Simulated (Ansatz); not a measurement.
**BN (wurtzite), map of one atom of the cell**

Relaxed BN (wurtzite):

```xyz
4
Lattice="2.5440 0.0000 0.0000 -1.2720 2.2031 0.0000 0.0000 0.0000 4.2077" Properties=species:S:1:pos:R:3 pbc="T T T"
B      1.2720     0.7344     4.2073
B      0.0000     1.4688     2.1034
N      1.2720     0.7344     2.6311
N      0.0000     1.4688     0.5272
```

Two-dimensional scan of atom 1 (B, nearest neighbour N at 1.561 Å; its periodic images, 2.5 Å or more away, move with it): u runs along (1.000, 0.000, 0.000), v along (0.000, 1.000, 0.000) (Cartesian). Cell and other atoms are fixed.

These are r2SCAN (plane waves to 500 eV, PAW, scalar-relativistic; Ansatz, a quantum-chemistry and plane-wave program) values and carry that method's errors. k mesh 12×12×6 (Γ-centred), Fermi-Dirac smearing 0.05 eV. The energy includes the smearing's −TS. Compression counts positive. Points where atoms come too close for the PAW data are left out (x in tables, blank in figures). BN was relaxed with its symmetry unable to fall. ΔE is measured from the undisplaced structure. Axes are in Å.

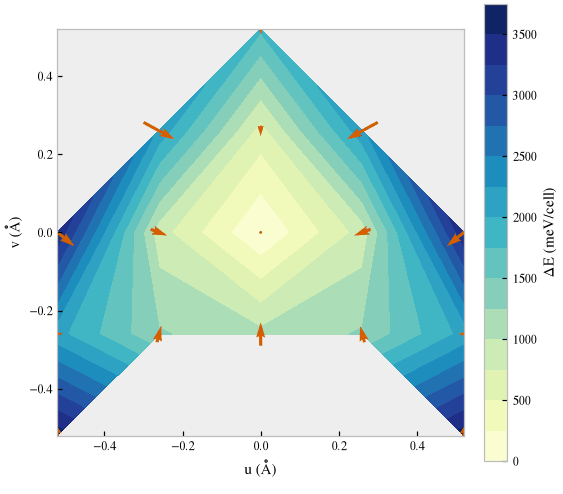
ΔE (meV/cell) over the plane, with arrows for the in-plane force on the moved atom.

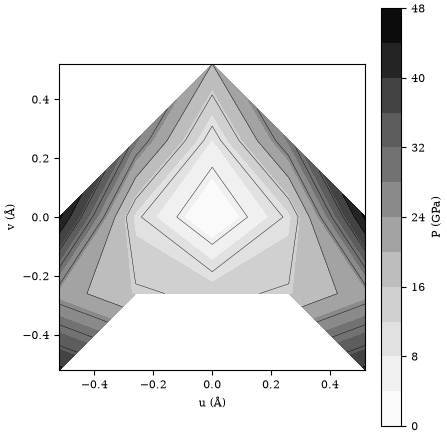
P (GPa) over the 5×5 grid of computed points.

Lowest place on the grid: u = 0.000 Å, v = 0.000 Å (0 meV/cell).

(For displaced atoms, the force is minus the slope of the energy, and its curvature is a force constant, which sets phonon frequencies.)
